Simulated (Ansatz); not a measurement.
# triplet InH3F−: levels of theory compared

Wanted: a comparison of 6 runs (U-wB97X/STO-3G, UB3LYP/STO-3G, UCAM-B3LYP/STO-3G, UHSE06/STO-3G, UPBE/STO-3G, UBCCD(T)/STO-3G) of triplet InH3F−. 

The calculation is run with Ansatz 0.2.0.

4 further runs of the same task are left out: 4 that didn't finish.

### Step 1. The system as given

The species is InH3F− (5 atoms), meant as a triplet with charge -1. As SMILES of the parent species, `[H][In-]([H])([H])[F]`. The shape comes from GFN2-xTB, which is rough for such elements, and wasn't checked as a minimum. That shape belongs to the parent species and isn't relaxed for this state.

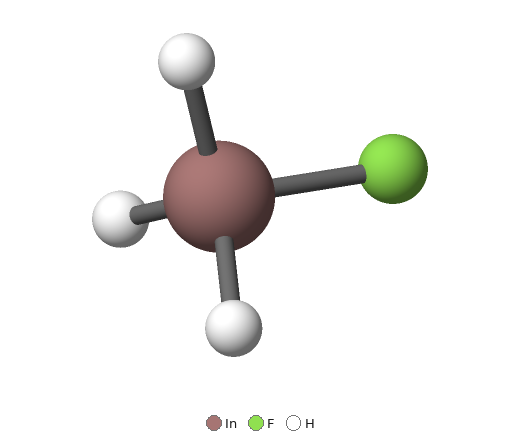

Viewed from a chosen angle; indium brown, fluorine green, hydrogen white.

### Step 2. A single-point energy at U-wB97X/STO-3G (run 1)

Input file run.yaml:

```yaml
crystal:
  periodic: [false, false, false]
  atoms:
    - {symbol: In, position_ang: [0.001730, 0.003130, -0.134360]}
    - {symbol: F, position_ang: [0.009540, -0.019260, 1.883540]}
    - {symbol: H, position_ang: [1.643850, 0.009670, -0.593190]}
    - {symbol: H, position_ang: [-0.832240, 1.425350, -0.564970]}
    - {symbol: H, position_ang: [-0.822880, -1.418880, -0.591010]}
basis:
  gaussian:
    orbitals: STO-3G
total_charge: -1
magnetization:
  spin_polarized: true
  initial_magnetization: 2
hamiltonian:
  xc: {name: wB97X}
accuracy: high
```

Started as:

```
ansatz run run.yaml --threads 1 --pin off --max-ram 2610MiB --events-out events.jsonl --progress --plain --runs-dir runs
```

Standard output:

```text
Warning: RAYON_NUM_THREADS=1 ignored (pool sized by the plan → 1); use --threads N
Functional definition: wB97X
  name "wB97X"
  parameter omega = 0.3/bohr
  parameter cx = 0.157706
  parameter cx1 = 0.726479
  parameter cx2 = 1.04760
  parameter cx3 = -5.70635
  parameter cx4 = 13.2794
  parameter css1 = -4.33879
  parameter css2 = 18.2308
  parameter css3 = -31.7430
  parameter css4 = 17.2901
  parameter cos1 = 2.37031
  parameter cos2 = -11.3995
  parameter cos3 = 6.58405
  parameter cos4 = -3.78132
  exchange = spin_sum(e_x_unif_sr(omega)*poly(b97_u_x, 1 - cx, cx1, cx2, cx3, cx4)) + cx*exact_x_sr(omega)
      + exact_x_lr(omega)
  correlation = spin_sum(e_c_pw_same_spin*poly(b97_u_same, 1, css1, css2, css3, css4))
      + integral(e_c_pw_opposite_spin*poly(b97_u_opposite, 1, cos1, cos2, cos3, cos4))
645 factors; integrals over basis functions are off by at most 3.8e-9 eV
145 factors; integrals over basis functions are off by at most 7.3e-10 eV
mean field evaluation 1: about -157400.6434 eV, gradient 2.9e1 eV
mean field evaluation 2: about -157404.6807 eV, gradient 1.8e1 eV
mean field evaluation 4: about -157412.3609 eV, gradient 3.1e0 eV
mean field evaluation 8: about -157412.6993 eV, gradient 1.9e-1 eV
mean field evaluation 16: about -157412.7007 eV, gradient 6.4e-4 eV
mean field evaluation 32: about -157412.7007 eV, gradient 2.4e-4 eV
mean field -157412.70068716 eV, -5784.8100520925 hartree, gradient 3.5e-8 eV, S^2 2.001775; 4 other end points of the search recorded, 0 dependent functions left out
reference -157412.70068570 eV, -5784.8100520386 hartree; 32, 30 occupied and 3, 5 virtual orbitals, 645 factors
Total energy: -157412.70068570 eV, -5784.8100520386 hartree
```

Wall time 59 s (1 thread of Arm Neoverse V2, shared host); peak memory 0.51 GiB.

### Step 3. The energy at UB3LYP/STO-3G (run 2)

run.yaml: that of step 2 with these lines changed.

```diff
@@ -11,3 +11,2 @@
     orbitals: STO-3G
-total_charge: -1
 magnetization:
@@ -16,3 +15,4 @@
 hamiltonian:
-  xc: {name: wB97X}
+  xc: {name: B3LYP}
+total_charge: -1
 accuracy: high
```

Started as:

```
ansatz run run.yaml --threads 1 --pin off --max-ram 2610MiB --events-out events.jsonl --progress --plain --runs-dir runs
```

Standard output:

```text
Warning: RAYON_NUM_THREADS=1 ignored (pool sized by the plan → 1); use --threads N
Functional definition: B3LYP
  name "B3LYP"
  parameter a0 = 0.2
  parameter ax = 0.72
  parameter ac = 0.81
  exchange = (1 - a0 - ax)*slater_x + ax*b88_x + a0*exact_x
  correlation = (1 - ac)*vwn_rpa_c + ac*lyp_c
645 factors; integrals over basis functions are off by at most 3.8e-9 eV
mean field evaluation 1: about -157389.6416 eV, gradient 4.4e1 eV
mean field evaluation 2: about -157394.5633 eV, gradient 2.4e1 eV
mean field evaluation 4: about -157406.6055 eV, gradient 1.3e1 eV
mean field evaluation 8: about -157408.9872 eV, gradient 3.3e-1 eV
mean field evaluation 16: about -157408.9925 eV, gradient 6.2e-3 eV
mean field evaluation 32: about -157408.9954 eV, gradient 2.8e-4 eV
mean field evaluation 64: about -157408.9951 eV, gradient 1.2e-2 eV
mean field -157408.99554825 eV, -5784.6738907488 hartree, gradient 5.5e-8 eV, S^2 2.001128; 12 other end points of the search recorded, 0 dependent functions left out
reference -157408.99557452 eV, -5784.6738917143 hartree; 32, 30 occupied and 3, 5 virtual orbitals, 645 factors
Total energy: -157408.99557452 eV, -5784.6738917143 hartree
```

Wall time 21 s (1 thread of Arm Neoverse V2, shared host); peak memory 0.23 GiB.

Runs 3 to 5 aren't shown in full; the table further down has their settings and results.

### Step 4. A single-point energy at UBCCD(T)/STO-3G (run 6)

Input file molecule.yaml:

```yaml
basis:
  gaussian:
    orbitals: STO-3G
crystal:
  periodic: [false, false, false]
  atoms:
    - symbol: In
      position_ang: [0.001730, 0.003130, -0.134360]
    - symbol: F
      position_ang: [0.009540, -0.019260, 1.883540]
    - symbol: H
      position_ang: [1.643850, 0.009670, -0.593190]
    - symbol: H
      position_ang: [-0.832240, 1.425350, -0.564970]
    - symbol: H
      position_ang: [-0.822880, -1.418880, -0.591010]
total_charge: -1
magnetization:
  spin_polarized: true
  initial_magnetization: 2
correlation:
  method: bccd_t
  frozen_orbitals: {F: 1, H: 0, In: 18}
accuracy: high
scf:
  omitted_lower_state_checks: [cluster_reference, increment]
```

Started as:

```
ansatz run molecule.yaml --threads 1 --pin off --max-ram 2610MiB --events-out events.jsonl --progress --plain --runs-dir runs
```

Standard output:

```text
Warning: RAYON_NUM_THREADS=1 ignored (pool sized by the plan → 1); use --threads N
[... 15 lines left out ...]
19 core orbitals not correlated: weight in the atoms' cores, before any rotation towards them, 1.000 or more for the frozen orbitals, at most 0.000 for the correlated occupied ones
[... 68 lines left out ...]
Total energy: -157344.54406706 eV, -5782.3053425021 hartree
Checks for a lower state left out: cluster_reference, increment
```

Run time: 5.4 s. Hardware: 1 thread of Arm Neoverse V2, shared host; peak memory 0.16 GiB.

### Step 5. The series

```
run              level  frozen core orbitals   energy (Eh)   ⟨S²⟩  wall time
  1     U-wB97X/STO-3G                     –  -5784.810052  2.002       59 s
  2      UB3LYP/STO-3G                     –  -5784.673892  2.001       21 s
  3  UCAM-B3LYP/STO-3G                     –  -5784.810458  2.001       23 s
  4      UHSE06/STO-3G                     –  -5784.329210  2.001       37 s
  5        UPBE/STO-3G                     –  -5783.988474  2.001       19 s
  6    UBCCD(T)/STO-3G                    19  -5782.305343  2.005      5.4 s
```

### Step 6. Outcome

| quantity | value |
| --- | --- |
| run 6: total energy | -5782.30534 Eh |
| run 6: correlation energy (19 core orbitals frozen) | -50.4 mEh |
| run 6: (T) correction | -0.52 mEh |
| run 6: ⟨S²⟩ of the reference determinant | 2.005 |

Totals of different functionals can't be ranked against each other. In runs 1, 2, 3, 4, 5, 6 the basis is minimal, so the values are rough. In runs 1, 2, 3, 4, 5, 6 relativity is left out where basis or elements ask for it. All runs together took 2.7 min, the longest 59 s.
